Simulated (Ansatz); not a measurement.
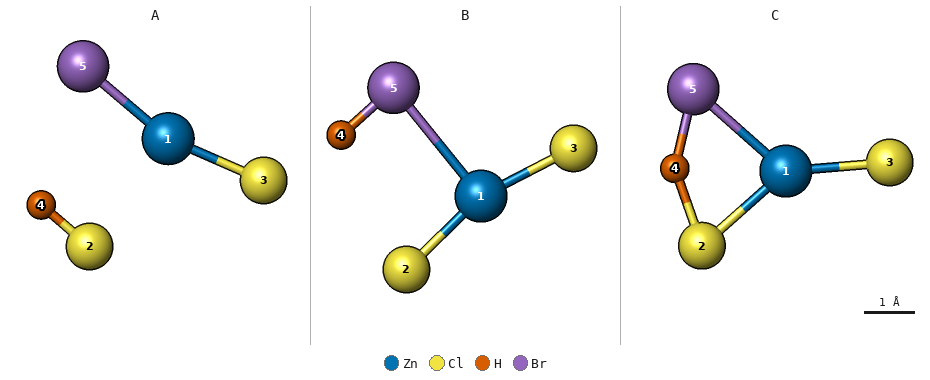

Three geometries of ZnHBrCl2: a saddle point and the two minima that it joins, in shuffled order. The picture is a ball-and-stick view, seen face on. Sticks join atoms that are closer than about 1.2 times the sum of their covalent radii (a little more with hydrogen).

Stationary points at PBE0-D4/def2-TZVP, single-point energies with CCSD(T)/CBS, CAM-B3LYP-D4, B97M-V, RPA@PBE, r2SCAN-D4, PBE-D4 (def2-TZVPP where no basis is named; Ansatz 0.2.0). The energies are electronic, without zero-point or thermal terms, and both ends are the minima reached downhill from the saddle, with any fragments still in contact. CCSD(T)/CBS stands for a frozen core with 3s3p of Cu, Zn: MP2 correlation extrapolated from def2-TZVPP and def2-QZVPP, CCSD(T) minus MP2 from the smaller set.

**Which frame is the transition state, what reaction does it lead through, and what barrier is to be expected?**

Frame C is the saddle point. Counted by bonded pieces, B holds HBr + ZnCl₂ and A holds HCl + ZnBrCl. From B over the saddle to A, bonds form: Zn1–Br5 (2.81 → 2.50 → 2.26 Å), Cl2–H4 (3.02 → 1.66 → 1.29 Å). Bonds break: Zn1–Cl2 (2.12 → 2.27 → 2.70 Å), H4–Br5 (1.43 → 1.64 → 2.93 Å). The saddle has one imaginary mode, 322i cm⁻¹. With CCSD(T)/CBS the barrier is 0.31 eV from B and 0.46 eV from A, and A lies 0.15 eV below B.

```csv
level,barrier from B (eV),barrier from A (eV),A less B (eV)
CCSD(T)/CBS,0.31,0.46,−0.15
CAM-B3LYP-D4,0.33,0.49,−0.16
B97M-V,0.32,0.44,−0.12
RPA@PBE,0.35,0.48,−0.13
r2SCAN-D4,0.14,0.29,−0.16
PBE-D4,0.09,0.24,−0.16
```

Against CCSD(T)/CBS, B97M-V comes closest on the barrier from B (+0.01 eV) and PBE-D4 misses most (−0.22 eV).
